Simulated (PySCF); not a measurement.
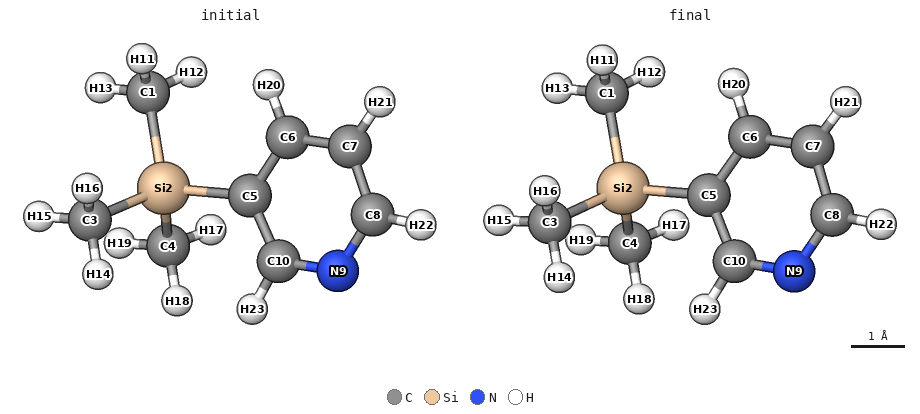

The structure of C₈H₁₃NSi before (left) and after (right) a relaxation, at one scale.

A ball-and-stick model, seen at a tilt.

The start comes from GFN2-xTB.

Method: PBE0-D3(BJ)/def2-SVP geometry optimisation, gas phase (PySCF). 

Q: Describe what moved and what it gained.

A: The largest move after the best rigid fit is that of H23, 0.23 Å. Largest moves by element: H 0.23 Å, C 0.13 Å, N 0.13 Å, Si 0.01 Å. Near-neighbour distances that change, for instance: C1–Si2 1.907 → 1.881 Å, C10–H23 1.083 → 1.099 Å, C1–H11 1.086 → 1.101 Å, C6–H20 1.081 → 1.094 Å. After 5 geometry steps the energy has fallen by 2.15 kcal/mol. The run took 2.1 min on 1 thread of Arm Neoverse V2, on a shared host.
